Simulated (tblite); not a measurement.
# C$_{4}$H$_{13}$PSi$_{2}$: geometry relaxation (part 4 of 4)

The same run, continued: C$_{4}$H$_{13}$PSi$_{2}$; GFN2-xTB geometry optimisation, gas phase (tblite 0.8.0). It belongs to a series of runs on one base structure; here: constitutional isomer.

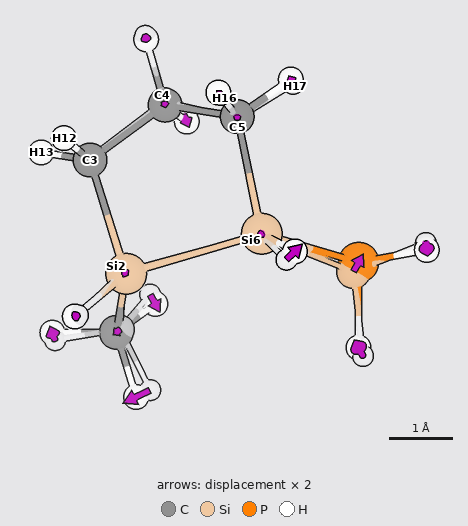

Start (faint) and end (solid) with the displacements as pink arrows, magnified 2 times (ball-and-stick view, seen at a tilt). The two geometries are laid on each other by the best rigid fit. The atom that moves furthest after the best rigid fit is H8 (0.25 Å). Largest moves by element: H 0.25 Å, P 0.17 Å, C 0.08 Å, Si 0.06 Å. Distances before and after: C1–Si2 1.835 → 1.904 Å, Si6–P7 2.210 → 2.257 Å, P7–H19 1.417 → 1.384 Å, Si2–H11 1.497 → 1.473 Å. Among the angles that change: Si2–Si6–H18 114.7° → 120.2°, Si6–Si2–H11 113.3° → 118.6°, C1–Si2–H11 113.1° → 108.9°. After 85 geometry steps the energy has fallen by 0.202 eV. The largest force component goes from 1.4 to 0.009 eV/Å. (Atoms are counted from 1 in the order of the input.)

This output came from the following input.

## The input
```
{"job": {"kind": "relax", "xc": "GFN2-xTB", "basis": "xTB"}, "charge": 0, "multiplicity": 1}
C     -1.106000    -2.152400    -0.525400
Si    -0.686000    -0.984300     0.826300
C     -1.599900     0.673700     0.700500
C     -0.810800     1.674500    -0.182200
C      0.651700     1.748800     0.314700
Si     1.395200     0.009200     0.478800
P      2.354500    -0.599500    -1.417000
H     -0.444400    -3.014900    -0.531200
H     -2.133200    -2.523800    -0.410100
H     -1.053800    -1.670100    -1.501400
H     -0.835600    -1.583900     2.189900
H     -1.736200     1.086100     1.707200
H     -2.612300     0.517800     0.286900
H     -0.835500     1.345900    -1.226800
H     -1.276900     2.667900    -0.128700
H      0.683000     2.241100     1.300200
H      1.247300     2.362600    -0.379700
H      2.333000    -0.091800     1.632300
H      2.899500    -1.825600    -0.961100
H      3.561300     0.129600    -1.260900
```

The first line tells a small driver script what to run in tblite; the rest is the geometry in Å.

Launched with:
```bash
OMP_NUM_THREADS=1 python <driver script> task.json out
```

## Results in brief

```tsv
quantity	value
outcome	converged
total energy	−575.2337 eV
hardware	1 CPU thread, shared host
wall time	3.5 s
peak memory	0.18 GiB
```
